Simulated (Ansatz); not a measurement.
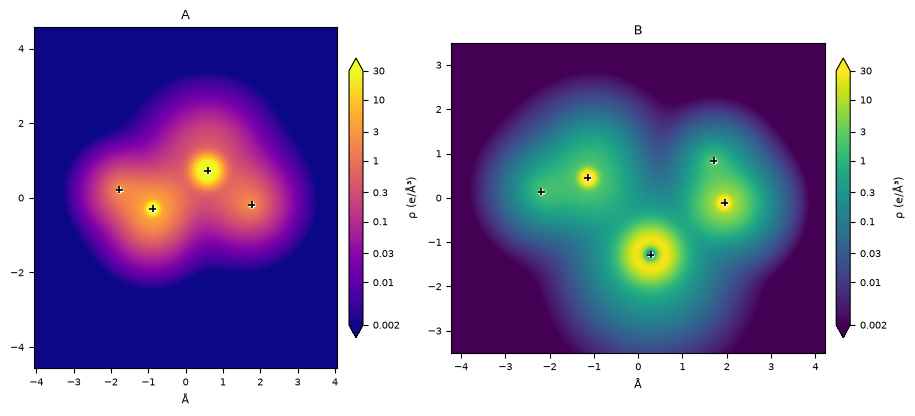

The electron density of 2 systems, each on a plane through atoms (crosses mark nuclei in the plane).

Level of theory: RKS PBE-D4/def2-SVP (Ansatz).

System 1: CH4OSn···H2, the plane of atoms O4, Sn1 and C6. Core potentials replace the inner electrons of Sn; not at a stationary point (largest force 1.8 eV/Å).

```
atom    x (Å)    y (Å)    z (Å)
  Sn   0.2634   0.2502  -1.3146
   H   1.1356  -0.4431   1.4087
   H   1.7099  -0.0417   1.2289
   O  -1.1735   1.5392  -0.6707
   H  -1.9386   1.0475  -0.3090
   C  -0.9110  -1.5910  -0.7937
   H  -1.3118  -1.5423   0.2408
   H  -1.7767  -1.6537  -1.4896
   H  -0.3174  -2.5223  -0.8996
```

System 2: H5NSi···PH3, the plane of atoms N2, Si1 and H3. Not at a stationary point (largest force 1.0 eV/Å).

```
atom    x (Å)    y (Å)    z (Å)
  Si  -1.0474  -0.7749   0.7440
   N   0.6962  -0.6274   1.1452
   H  -1.6667   0.5790   0.9288
   H  -1.8195  -1.7537   1.6040
   H  -1.1479  -1.2390  -0.6810
   H   0.8600   0.8518  -0.6387
   P   0.1275   1.4236  -1.6951
   H   0.8957  -0.2643   2.0837
   H   1.2485  -1.4802   1.0026
   H   0.9868   2.5774  -1.7903
   H   0.8669   0.7074  -2.7033
```

Which map belongs to which system?

Panel A is system 2, H5NSi···PH3: the plane holds Si, N and H. Si–N (1.80 Å): ρ at the midpoint is about 0.96 e/Å³. Panel B is system 1, CH4OSn···H2: the plane holds Sn, O, H and C. Sn–O (2.03 Å): the density is about 0.65 e/Å³ at the midpoint.
